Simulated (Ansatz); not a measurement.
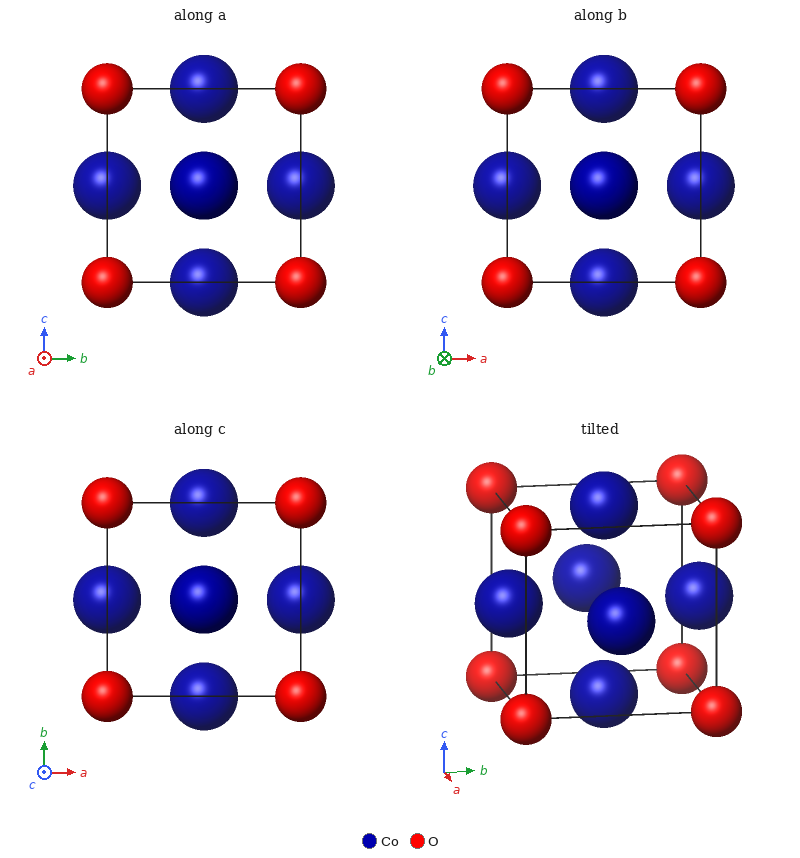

The structure above is drawn in spheres-only style and viewed along the a axis, along the b axis, along the c axis and slightly off an axis. The conventional unit cell is drawn as a box.

Lattice parameters: a = 3.5191 Å, b = 3.5191 Å, c = 3.5191 Å, α = 90.000°, β = 90.000°, γ = 90.000°.

Q: Write down what is shown as a CIF with its space group and independent sites.

A:
```cif
data_structure
_symmetry_space_group_name_H-M 'P m -3 m'
_symmetry_Int_Tables_number 221
_cell_length_a 3.5191
_cell_length_b 3.5191
_cell_length_c 3.5191
_cell_angle_alpha 90.000
_cell_angle_beta 90.000
_cell_angle_gamma 90.000
_cell_volume 43.58
loop_
_atom_site_label
_atom_site_type_symbol
_atom_site_symmetry_multiplicity
_atom_site_Wyckoff_symbol
_atom_site_fract_x
_atom_site_fract_y
_atom_site_fract_z
_atom_site_occupancy
Co1 Co 3 c 0.0000 0.5000 0.5000 1
O1 O 1 a 0.0000 0.0000 0.0000 1
```

Provenance: a structure type filled with these elements by a generator (whether the compound takes this form wasn't checked). This is the structure after a relaxation with DFT PBE, scalar-relativistic, plane waves, PAW in Ansatz.
